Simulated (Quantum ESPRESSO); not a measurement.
# Energy and gap at +3 % biaxial strain: H-SiC-F chair, 1 layer

Method. Quantum ESPRESSO 7.5 driven by ASE, PBE, GBRV ultrasoft, ESM (bc1); atomic heights clamped; cell area 8.640 Å² at zero strain.

```tsv
strain (%)	energy (meV a cell)	gap on the mesh (eV)
−3	76.06	2.637
−1.5	18.14	2.676
0	0.00	2.691
+1.5	16.85	2.678
```

To predict: What are energy and gap at +3 %, and how stiff is the sheet?

**Worked estimate.** About zero, E'' = (18.14 + 16.85 − 2 × 0.00)/1.5² = 15.55 meV per %² and E' = (16.85 − 18.14)/3 = −0.43 meV per %. With E = A K ε², where K = (C11 + C22)/2 + C12 (C11 + C12 for a hexagonal sheet), K = 15.55 × 10/(2 × 8.640) × 16.02 = 144 N/m. The parabola gives E(+3 %) = 0.00 + 3 × (−0.43) + 4.5 × 15.55 = 68.7 meV. Continuing the last slope, the gap is 2 × 2.678 − 2.691 = 2.665 eV.

What the calculation gave: E = 64.4 meV and the gap 2.636 eV. The parabola misses by +4.3 meV, too high, since bonds soften under tension. The gap's line misses by +0.029 eV.

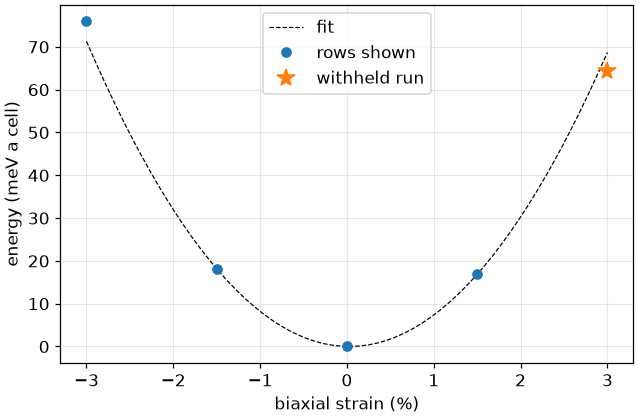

The rows shown, the fit and the withheld run.

**Limits.** Clamped heights stiffen sheets with several planes. Semilocal gap, no spin-orbit coupling.

[Logs are printed without paths, hosts, clocks, repeated set-up lines and the standing remarks that a program may print on its own settings, such as how far it seeks lower states.]
